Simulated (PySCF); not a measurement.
## Electronic structure of C$_{2}$H$_{10}$N$_{2}$OSi$_{2}$ (SMILES N[SiH2]C(=O)NC[SiH3]) in real space

```json
{"atom": "N", "x (Å)": "-2.8800", "y (Å)": "0.9510", "z (Å)": "0.7232"}
{"atom": "Si", "x (Å)": "-2.2818", "y (Å)": "-0.5180", "z (Å)": "0.0962"}
{"atom": "C", "x (Å)": "-0.4080", "y (Å)": "-0.1670", "z (Å)": "-0.0145"}
{"atom": "O", "x (Å)": "-0.0133", "y (Å)": "1.0041", "z (Å)": "-0.0207"}
{"atom": "N", "x (Å)": "0.4625", "y (Å)": "-1.1619", "z (Å)": "-0.1050"}
{"atom": "C", "x (Å)": "1.8758", "y (Å)": "-0.8903", "z (Å)": "-0.2099"}
{"atom": "Si", "x (Å)": "2.2411", "y (Å)": "0.9987", "z (Å)": "-0.1777"}
{"atom": "H", "x (Å)": "-3.8590", "y (Å)": "1.1781", "z (Å)": "0.7484"}
{"atom": "H", "x (Å)": "-2.3045", "y (Å)": "1.7742", "z (Å)": "0.6280"}
{"atom": "H", "x (Å)": "-2.5338", "y (Å)": "-1.6098", "z (Å)": "1.0413"}
{"atom": "H", "x (Å)": "-2.7386", "y (Å)": "-0.9265", "z (Å)": "-1.2408"}
{"atom": "H", "x (Å)": "0.1382", "y (Å)": "-2.1166", "z (Å)": "-0.0945"}
{"atom": "H", "x (Å)": "2.2518", "y (Å)": "-1.3289", "z (Å)": "-1.1367"}
{"atom": "H", "x (Å)": "2.3929", "y (Å)": "-1.3853", "z (Å)": "0.6144"}
{"atom": "H", "x (Å)": "1.8703", "y (Å)": "1.6781", "z (Å)": "-1.4142"}
{"atom": "H", "x (Å)": "3.7306", "y (Å)": "0.9298", "z (Å)": "-0.2846"}
{"atom": "H", "x (Å)": "2.0489", "y (Å)": "1.6022", "z (Å)": "1.1361"}
```

Geometry: GFN2-xTB.

All numbers below come from PySCF, PBE0/pcSseg-1, SCF density, gas phase, non-relativistic.

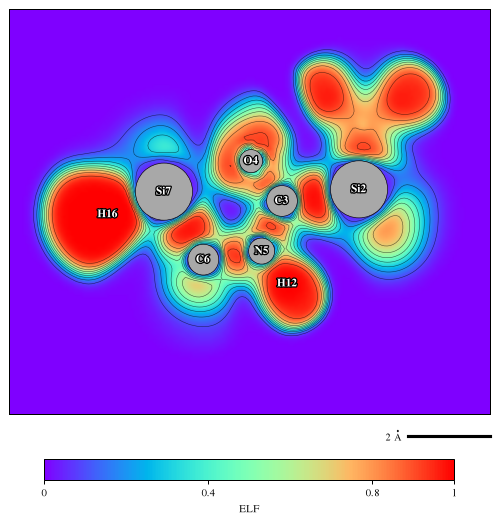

Figure 1. ELF on the plane of atoms N5, C6 and Si7. Grey discs cover the atomic cores.

Interpret the plot.

Answer. The plane passes through Si, C, O, N and H nuclei. C–O (1.24 Å): the ELF peaks at about 0.85 between the atoms (a polar covalent bond). C–N (1.33 Å): the ELF peaks at about 0.90 between the atoms; a covalent bond. C–Si (1.91 Å): the ELF peaks at about 1 between the atoms, as expected for localised, covalent bonding. N–H (1.01 Å): the ELF climbs to about 1 towards the hydrogen, as it does in any bond to H; an ordinary covalent bond to hydrogen. C–N (1.44 Å): the ELF peaks at about 0.95 between the atoms: a covalent bond. The ELF also peaks beside O4, away from the bonds: lone-pair regions.

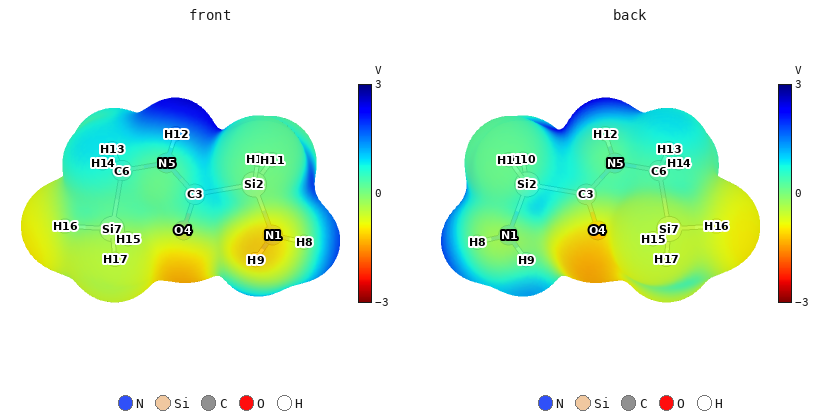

Figure 2. The electrostatic potential painted on the density surface at 0.002 e/bohr³, seen from the front and from behind; the colour scale runs from red (negative) to blue (positive).

Describe the electrostatic potential map.

Answer. The most negative region (about −1.4 V, or −32 kcal/mol for a unit charge) lies over O4, the most positive (about +2.4 V, or +55 kcal/mol for a unit charge) over H12. O4 is the likeliest acceptor of a hydrogen bond.
